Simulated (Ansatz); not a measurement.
H$_{3}$Si···H$_{2}$O (doublet)

Input

```
crystal:
  periodic: [false, false, false]
  atoms:
    - { symbol: Si, position_ang: [-0.163016, 0.19874, -0.076529] }
    - { symbol: H, position_ang: [0.043672, 0.45337, 2.56597] }
    - { symbol: H, position_ang: [1.320665, 0.100456, -0.068758] }
    - { symbol: H, position_ang: [-0.631825, 0.991376, -1.255447] }
    - { symbol: H, position_ang: [-0.816027, -1.140466, -0.075913] }
    - { symbol: O, position_ang: [0.29238, -0.491707, 2.682887] }
    - { symbol: H, position_ang: [-0.558849, -0.912868, 2.85629] }
magnetization:
  spin_polarized: true
  initial_magnetization: 1
basis:
  gaussian: { orbitals: def2-SVP }
hamiltonian:
  xc: r2scanh
  dispersion: d4
relax:
  f_tol: 0.03
  max_steps: 50
output:
  orbitals: {}
```

Run with:

```sh
ansatz run input.yaml --threads 2 --pin off --max-ram 3072MiB --backend cpu --events-out ev --progress --plain --runs-dir out
```

The fields are those of the run's last geometry, not of the input's.

Computed with UKS r2SCANh-D4/def2-SVP (Ansatz).

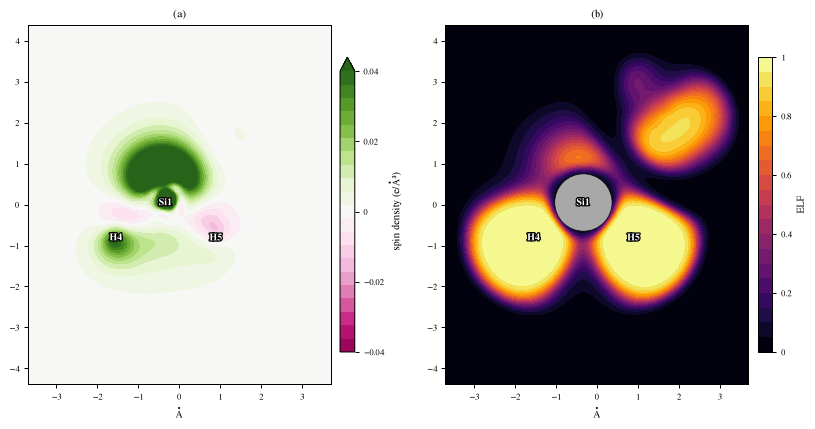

Figure 1. (a) spin density; (b) electron localisation function on the plane of atoms H4, Si1 and H5. Grey discs cover the atomic cores in the ELF map.

Question: Describe what can be read from this map.

Answer:
- Atoms in the plane: Si and H.
- Si–H (1.50 Å): the ELF climbs to about 1 towards the hydrogen, as it does in any bond to H.
- The ELF also peaks beside O6, away from the bonds: non-bonding electrons, paired or unpaired.
- The unpaired spin (1 electron) lies mostly on Si1 (about 0.8), in electrons by Hirshfeld's partition.

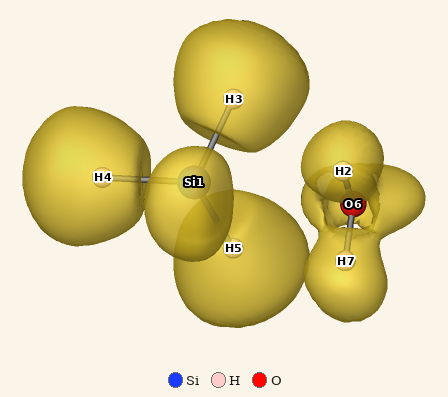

Figure 2. Isosurface of the ELF at 0.8 (yellow), seen at a tilt. Core shells and regions of very low density are left out.

Question: Describe the localisation domains.

Answer: At this value the surface marks out three regions around hydrogen nuclei, one lobe on Si, pointing away from the bonds (non-bonding electrons) and one joined region spread over several atoms (H, O), in which their bonds and any lone pairs are merged. Profiles from the grid: Si1···O6 (2.85 Å): the ELF is about 0.10 at the midpoint. O–H (0.96 Å): the ELF climbs to about 1 towards the hydrogen (an ordinary covalent bond to hydrogen).

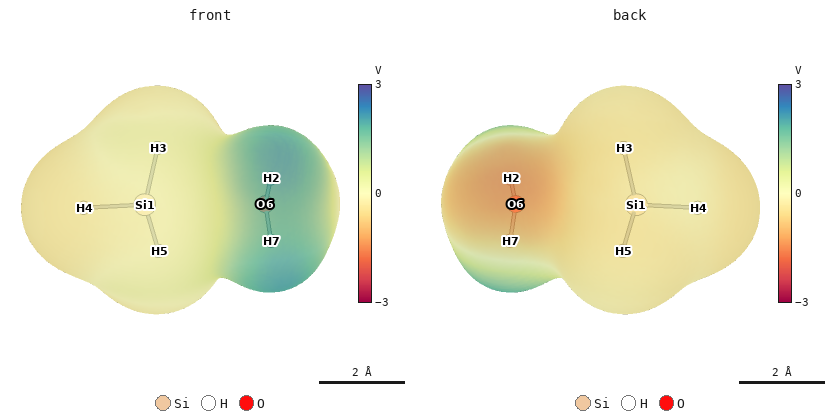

Figure 3. The electrostatic potential painted on the density surface at 0.001 e/bohr³, seen from the front and from behind; the colour scale runs from red (negative) to blue (positive).

Question: Describe the electrostatic potential map.

Answer: The most negative region (about −1.4 V) lies over O6, the most positive (about +2.0 V) over H2 and H7. O6 is the likeliest acceptor of a hydrogen bond.
